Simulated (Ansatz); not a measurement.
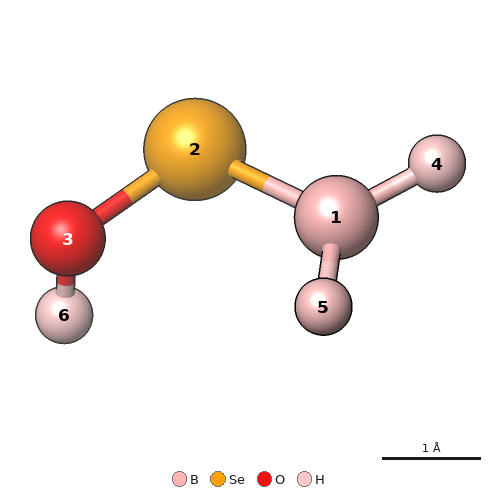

Simulated data, not a measurement (program: Ansatz).

Orthographic view. Depth is shown by fading: the farther an atom, the more it takes the colour of the background. Geometry: moved along internal coordinates away from the minimum.

Write a MOL file (V2000) with the atoms in numerical order, bonds sorted by atom number with the orders drawn, and coordinates in the frame of the picture: x right, y up, z towards the viewer, origin at the mean position.

```
BH3OSe
                    3D

  6  5  0  0  0  0  0  0  0  0999 V2000
    1.0200    0.1500    0.3000 B   0  0  0  0  0  0  0  0  0  0  0  0
   -0.4400    0.8500   -0.6500 Se  0  0  0  0  0  2  0  0  0  0  0  0
   -1.7400   -0.0700   -0.1200 O   0  0  0  0  0  0  0  0  0  0  0  0
    2.0500    0.7000    0.0900 H   0  0  0  0  0  0  0  0  0  0  0  0
    0.8900   -0.7700    1.0500 H   0  0  0  0  0  0  0  0  0  0  0  0
   -1.7800   -0.8600   -0.6700 H   0  0  0  0  0  0  0  0  0  0  0  0
  1  2  1  0
  1  4  1  0
  1  5  1  0
  2  3  1  0
  3  6  1  0
M  END
```
